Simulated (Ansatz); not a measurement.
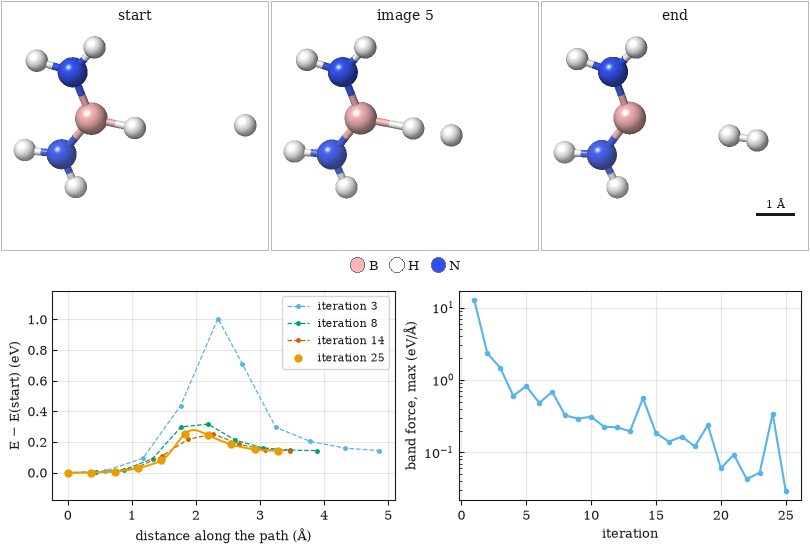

A nudged-elastic-band calculation for BN2H6 (multiplicity 2), made up at the start of BN₂H₅ and H. Images are numbered from 0 (start) to 9 (end). The plot follows the band through its iterations. A ball-and-stick model, seen at a tilt.

All numbers below come from UKS PBE/6-31G* in Ansatz 0.2.0. Run with 8 movable images; no climbing image; force threshold 0.03 eV/Å; iteration limit 60; starting path through a guess of the saddle point.

> Judge this run.

The run is converged, with reservations. The band converged in 25 iterations. The largest component of the band force went from 13 to 0.029 eV/Å. No image climbed, so the highest image needn't lie on the saddle point, and the true maximum along this path can be higher. The first iteration put the highest image at 2.396 eV. The highest point, image 5, lies 0.252 eV above the start and 0.108 eV above the end; the end is at +0.144 eV relative to the start.

Limits of the set-up: the start holds two separate molecules, 3.0 Å apart at their closest, whose relative position is a soft coordinate and is computed without a dispersion correction.

The run took 5.9 min on 1 thread of Arm Neoverse V2 (shared host), peak memory 0.13 GiB.
